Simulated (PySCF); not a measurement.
Input file:

```
{"job": {"kind": "uv", "xc": "CAM-B3LYP", "basis": "def2-SVPD", "nstates": 8, "ntriplets": 3}, "charge": 0, "multiplicity": 1}
O     -0.625318     0.512422     2.143211
C     -0.924079    -0.056336     1.139635
C     -1.959766     0.299688     0.095720
S     -1.050303    -0.682990    -1.193508
O     -0.030299     0.195511    -1.771589
C     -0.270536    -1.229151     0.442474
S      1.505328    -1.331479     0.413482
Si     2.094667     0.569711    -0.499880
H     -2.929434    -0.152469     0.287654
H     -2.070405     1.361596    -0.109939
H     -0.670363    -2.193997     0.748412
H      2.375155     0.388989    -1.909746
H      1.188381     1.595831    -0.018028
H      3.366294     0.722200     0.209936
```

Run with:

```sh
OMP_NUM_THREADS=1 python probes_run.py task.json out
```

Geometry: GFN2-xTB.

Method: CAM-B3LYP/def2-SVPD, SCF density, gas phase (PySCF).

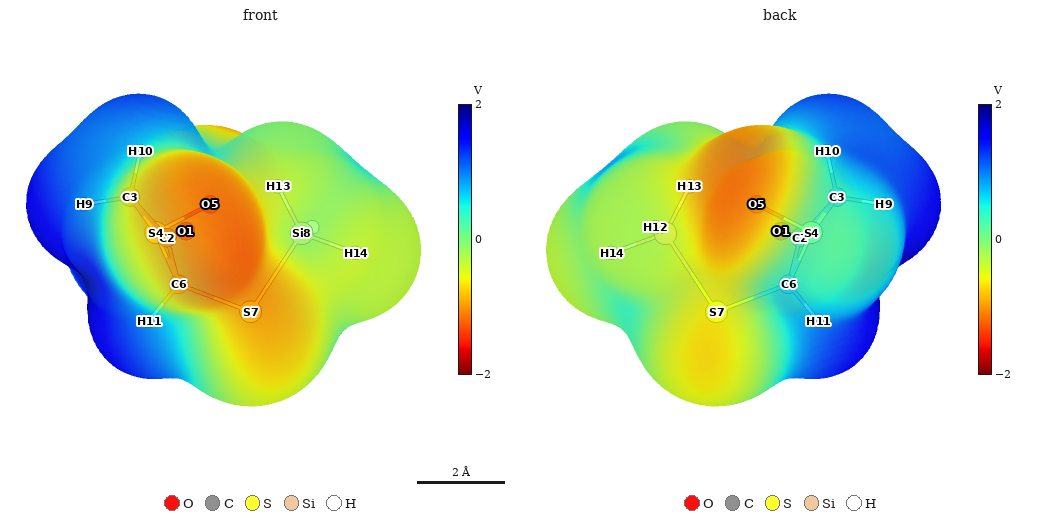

C3H6O2S2Si. The electrostatic potential painted on the density surface at 0.001 e/bohr³, seen from the front and from behind; the colour scale runs from red (negative) to blue (positive).

**Which sites attract a positive test charge, and which a negative one?**

A positive charge is drawn to the negative regions and a negative charge to the positive ones. The most negative region (about −1.3 V, or −30 kcal/mol for a unit charge) lies over O1, the most positive (about +1.9 V, or +44 kcal/mol for a unit charge) over C3, S4 and C6. O1 is the likeliest acceptor of a hydrogen bond.

**What dipole moment does the calculation give?**

Its dipole moment is 4.07 D.
